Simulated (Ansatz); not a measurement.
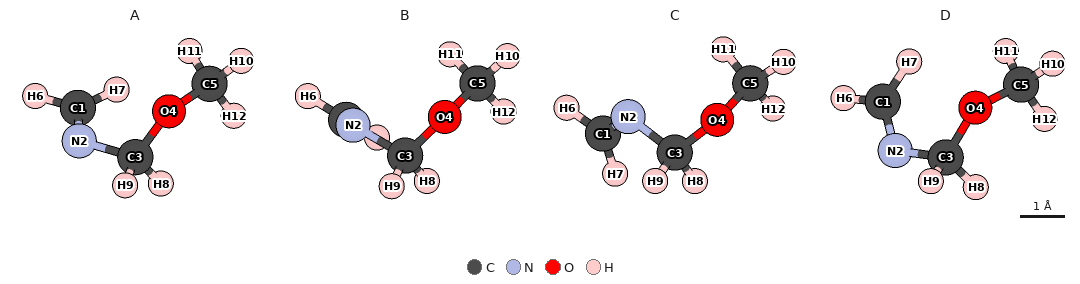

4 geometries from a converged minimum-energy path of C3H7NO, shuffled. A ball-and-stick model, seen at a tilt.

Level of theory: RKS revPBE/def2-SVP in Ansatz. Run with 7 movable images; climbing image; force threshold 0.05 eV/Å; iteration limit 60; starting path by image-dependent pair potential.

> Which frame is the transition state?

A. In order along the path, whose images run from 0 to 8: D (image 2, +1.9 kcal/mol), A (image 4, +7.6 kcal/mol), B (image 6, +3.1 kcal/mol), C (image 8, +1.6 kcal/mol). The motion is a rotation about the N2–C3 bond by about 155°. No bond forms or breaks between the ends. Bond angles that change up to the highest image, for instance: C3–O4–C5 114.7° → 118.0°, N2–C3–O4 118.4° → 116.4°.

The run took 2.2 min on 2 threads of Arm Neoverse V2, on a shared host, peak memory 0.14 GiB.
